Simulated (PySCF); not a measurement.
# One shape, several levels: SiH3I (SMILES [SiH3]I)

Wanted: a comparison of 6 runs (PBE/STO-3G, PBE0/STO-3G, BCCD(T)/STO-3G, CCSDT/STO-3G, CISD/STO-3G, CCSD(T)/STO-3G) of SiH3I. Input form: a Python script.

The calculation is run with PySCF 2.14.0.

5 further runs of the same task are left out: 5 set aside as unsound or not needed.

## 1. The system as given

SiH3I: 5 atoms, total charge 0, spin state singlet. As SMILES, `[SiH3]I`. The Si1–H4 distance was set to 1.777 Å, away from the relaxed value.

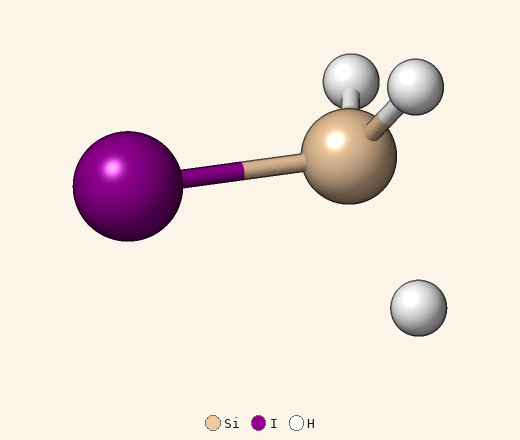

Viewed from a chosen angle; silicon light orange, iodine purple, hydrogen white.

## 2. A single-point energy at PBE/STO-3G (run 1)

The input, mol.xyz:

```xyz
5
H3ISi
Si    -0.064475     0.234276     0.146887
I      2.008825    -0.758324     0.961987
H     -1.043275     0.253976     1.258087
H     -0.671300    -0.755700    -1.198400
H      0.224625     1.611976    -0.313113
```

The input, job.py:

```python
from pyscf import gto, dft

molecule = gto.M(
    atom='mol.xyz',
    charge=0,
    max_memory=1860,
    basis='sto-3g',
    verbose=3,
    spin=0,
)

mf = dft.RKS(molecule, xc='pbe')
mf.conv_tol = 1e-10
mf.grids.level = 5
mf.kernel()
if not mf.converged:
    mf = mf.newton().run(mf.mo_coeff, mf.mo_occ)

etot = mf.e_tot
print('Final energy', etot)
```

Run with:

```sh
OMP_NUM_THREADS=1 python job.py
```

The log of the run:

```text
converged SCF energy = -7139.96952330325
Final energy -7139.969523303251
```

Run time: 5.1 s. Hardware: 1 thread of Arm Neoverse V2, shared host; peak memory 0.28 GiB.

## 3. A single-point energy at PBE0/STO-3G (run 2)

The input, start.xyz:

```xyz
5

Si    -0.064475     0.234276     0.146887
I      2.008825    -0.758324     0.961987
H     -1.043275     0.253976     1.258087
H     -0.671300    -0.755700    -1.198400
H      0.224625     1.611976    -0.313113
```

The input, calc.py:

```python
from pyscf import gto, dft

mol = gto.Mole()
mol.atom = 'start.xyz'
mol.verbose = 4
mol.spin = 0
mol.basis = 'sto-3g'
mol.max_memory = 1860
mol.build()

mf = dft.RKS(mol, xc='pbe0')
mf.conv_tol = 1e-10
mf.grids.level = 5
mf.kernel()
if not mf.converged:
    mf = mf.newton().run(mf.mo_coeff, mf.mo_occ)

e_tot = mf.e_tot
print('E(%s) = %.9f' % ('PBE0', e_tot))
```

Run with:

```sh
OMP_NUM_THREADS=1 python calc.py
```

The log of the run:

```text
PySCF version 2.14.0

[... 68 lines left out ...]
converged SCF energy = -7140.37061050065
E(PBE0) = -7140.370610501
```

Wall time 4.8 s (1 thread of Arm Neoverse V2, shared host); peak memory 0.28 GiB.

Runs 3 to 4 aren't shown in full; the table further down has their settings and results.

## 4. A single-point energy at CISD/STO-3G (run 5)

The input, run.py:

```python
from pyscf import gto, scf, ci

mol = gto.M(
    atom=[
    ('Si', (-0.064475, 0.234276, 0.146887)),
    ('I', (2.008825, -0.758324, 0.961987)),
    ('H', (-1.043275, 0.253976, 1.258087)),
    ('H', (-0.671300, -0.755700, -1.198400)),
    ('H', (0.224625, 1.611976, -0.313113)),
],
    verbose=3,
    max_memory=1860,
    charge=0,
    basis='sto-3g',
)

myscf = scf.RHF(mol)
myscf.conv_tol = 1e-10
myscf.kernel()
if not myscf.converged:
    myscf = myscf.newton().run(myscf.mo_coeff, myscf.mo_occ)

cisd = ci.CISD(myscf, frozen=23)
cisd.kernel()
etot = cisd.e_tot
print('E = %.10f Eh' % etot)
```

Run with:

```sh
OMP_NUM_THREADS=1 python run.py
```

The log of the run:

```text
converged SCF energy = -7138.03217065833
E(RCISD) = -7138.107412969259  E_corr = -0.07524231092770212
E = -7138.1074129693 Eh
```

Run time: 0.7 s. Hardware: 1 thread of Arm Neoverse V2, shared host; peak memory 0.11 GiB.

## 5. A single-point energy at CCSD(T)/STO-3G (run 6)

The input, run.py:

```python
from pyscf import gto, cc

mol = gto.M(
    atom=[
    ('Si', (-0.064475, 0.234276, 0.146887)),
    ('I', (2.008825, -0.758324, 0.961987)),
    ('H', (-1.043275, 0.253976, 1.258087)),
    ('H', (-0.671300, -0.755700, -1.198400)),
    ('H', (0.224625, 1.611976, -0.313113)),
],
    spin=0,
    basis='sto-3g',
    max_memory=1860,
    verbose=4,
)

mf = mol.RHF()
mf.conv_tol = 1e-10
mf.kernel()
if not mf.converged:
    mf = mf.newton().run(mf.mo_coeff, mf.mo_occ)

mycc = cc.CCSD(mf, frozen=23)
mycc.kernel()
e_t = mycc.ccsd_t()
energy = mycc.e_tot + e_t
print('E(%s) = %.9f' % ('CCSD(T)', energy))
```

Run with:

```sh
OMP_NUM_THREADS=1 python run.py
```

The log of the run:

```text
PySCF version 2.14.0

[... 55 lines left out ...]
converged SCF energy = -7138.03217065833
[... 12 lines left out ...]
Init t2, MP2 energy = -7138.0847786731  E_corr(MP2) -0.0526080147676932
[... 10 lines left out ...]
CCSD converged
[... 2 lines left out ...]
E(CCSD(T)) = -7138.111280636
```

Wall time 0.85 s (1 thread of Arm Neoverse V2, shared host); peak memory 0.12 GiB.

## 6. The series

```tsv
run	level	integration grid	frozen core orbitals	energy (Eh)	dipole moment (D) of the reference	HOMO energy (eV)	LUMO energy (eV)	wall time
1	PBE/STO-3G	5	–	-7139.969523	2.19	-3.77	2.29	5.1 s
2	PBE0/STO-3G	5	–	-7140.370611	2.37	-4.95	3.37	4.8 s
3	BCCD(T)/STO-3G	–	23	-7138.111271	–	–	–	0.95 s
4	CCSDT/STO-3G	–	23	-7138.111581	2.56	-7.38	7.74	1.4 s
5	CISD/STO-3G	–	23	-7138.107413	2.56	-7.38	7.74	0.7 s
6	CCSD(T)/STO-3G	–	23	-7138.111281	2.56	-7.38	7.74	0.85 s
```

## 7. Summary of results

```
                                           quantity           value
                                run 6: total energy  -7138.11128 Eh
        run 6: dipole moment (Hartree–Fock density)          2.56 D
         run 6: HOMO energy (Hartree–Fock orbitals)        -7.38 eV
         run 6: LUMO energy (Hartree–Fock orbitals)         7.74 eV
       run 6: HOMO–LUMO gap (Hartree–Fock orbitals)        15.12 eV
run 6: correlation energy (23 core orbitals frozen)       -79.1 mEh
                              run 6: (T) correction       -0.72 mEh
                               run 6: T1 diagnostic           0.004
```

In words: Totals of different functionals can't be ranked against each other. In runs 1, 2, 3, 4, 5, 6 the basis is minimal, so the values are rough. In runs 1, 2, 3, 4, 5, 6 relativity is left out where basis or elements ask for it. All runs together took 14 s, the longest 5.1 s.
